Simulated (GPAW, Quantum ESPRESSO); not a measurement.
The O K edge of atom 3 in MnO2 (Pyrolusite, P4_2/mnm), with 2 Mn at 1.88 Å and 1 Mn at 1.90 Å (distorted trigonal planar, site symmetry m2m), was computed in 2 ways: excited-electron core hole (neutral cell) and no core hole. Program and functional: GPAW, PBE, Gaussian full width 0.9 eV up to 4 eV, rising linearly to 3.5 eV at 25 eV; cells of 6 and 12 atoms (the run without a hole in the smaller).

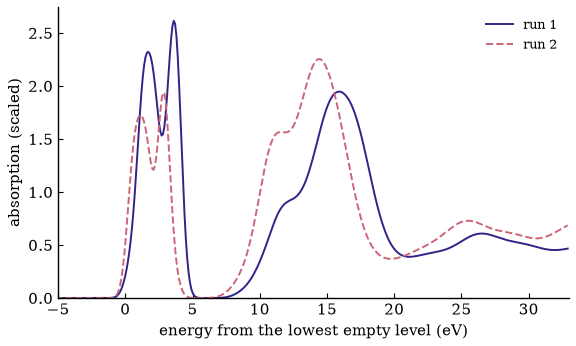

Each run is counted from its own lowest empty level or Fermi level and scaled to a mean of 1 over its first 20 eV.

Question: Which run is which?

Run 1: no core hole (area from −2 to 6 eV 7.8, main maxima 1.7 eV (2.32), 3.6 eV (2.62) and 15.9 eV (1.95)). Run 2: excited-electron core hole (neutral cell) (area from −2 to 6 eV 5.5, main maxima 1.1 eV (1.72), 2.8 eV (1.94) and 14.4 eV (2.25)). With each curve scaled to its own mean, the area from −2 to 6 eV with the hole is 5.5 against 7.8, and the centre of weight from −1 to 20 eV moves by +0.3 eV (first and strongest maxima below 20 eV: 1.7 eV (2.32), 3.6 eV (2.62) and 15.9 eV (1.95) without the hole, 1.1 eV (1.72), 2.8 eV (1.94) and 14.4 eV (2.25) with it): the near-edge weight falls against the higher-lying part.

[Hosts, paths, dates, database ids (printed as entryN), source tags and the programs' standing remarks are cut or masked in the printed files.]

[Lists of maxima count a maximum above −3 eV only where it reaches 4 % of the highest in the window and stands out from its surroundings by 2 % of it (1.5 % where it reaches 55 %); shoulders and weaker maxima are passed over, and of the rest the first, up to two pre-edge ones and the few strongest are named.]
